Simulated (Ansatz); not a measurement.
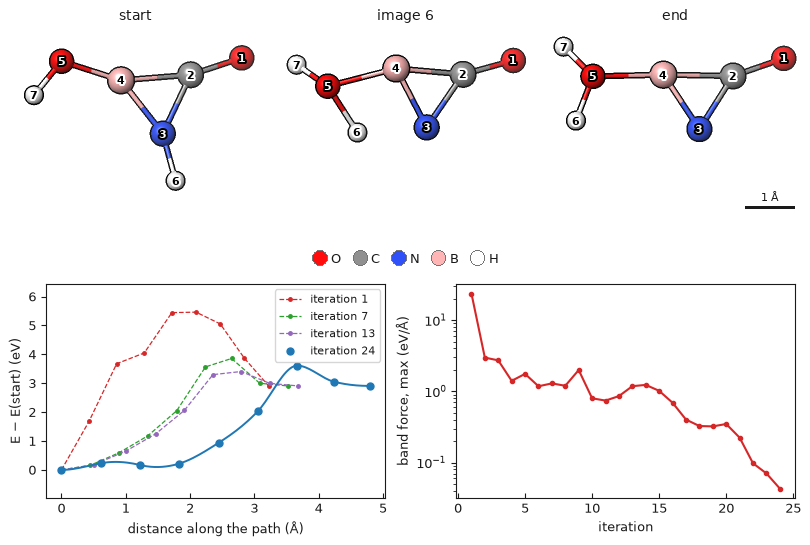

NEB run on CH₂BNO₂. Images are numbered from 0 (start) to 8 (end). The plot follows the band through its iterations. A ball-and-stick model, seen at a tilt.

Computed with UKS B3LYP-D4/def2-SVP (Ansatz). Settings: 7 movable images; climbing image; force threshold 0.05 eV/Å; iteration limit 60; starting path through a guess of the saddle point.

Q: How did the profile develop, and is the result final?

A: The run is converged, with reservations. The band converged in 24 iterations. The largest component of the band force went from 24 to 0.043 eV/Å. The climbing image converged on the top of the path. Its vibrational analysis gives one imaginary mode (1633i cm⁻¹), as a transition state must have. The first iteration put the highest image at 5.46 eV. The energy climbs by 3.61 eV to image 6 and then falls by 0.70 eV, so the end point sits at +2.91 eV.

The run took 5.5 min on 2 threads of AMD EPYC 7R43 64-Core Processor (Zen 3) (shared host), peak memory 0.23 GiB.
